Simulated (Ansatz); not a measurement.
```xyz
5

C     0.8720    0.1986    1.2172
O     0.8298   -0.2834    0.0708
O    -0.0552    0.2860    2.0700
H    -0.0290   -0.6620   -0.2597
H     0.1927    0.7079    2.9281
```

Geometry: B3LYP/6-31G*.

All numbers below come from Ansatz, isolated molecule in a Gaussian basis; Kohn-Sham density functional theory, functional PBE0.

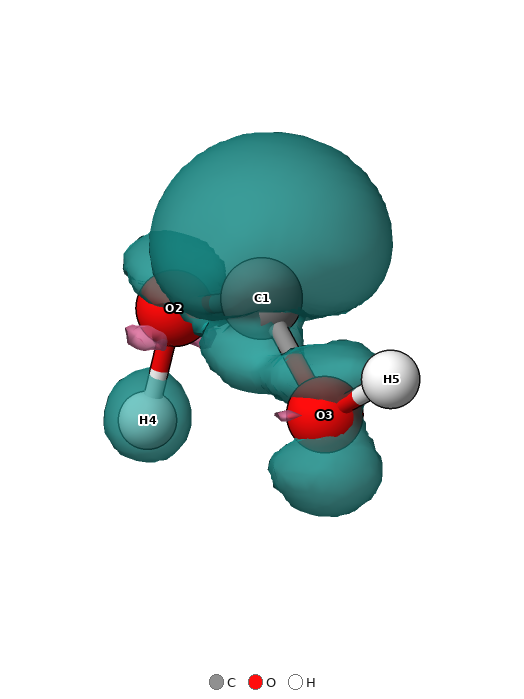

CH2O2 (SMILES O[C]=[OH+]) (charge +1, doublet). Isosurfaces of the spin density (α minus β) at +0.05 (teal) and −0.05 e/Å³ (pink), seen at an oblique angle.

Describe the spin distribution.

The unpaired spin (1 electron) lies mostly on C1 (about 0.7) and O3 (about 0.1), in electrons by Hirshfeld's partition.
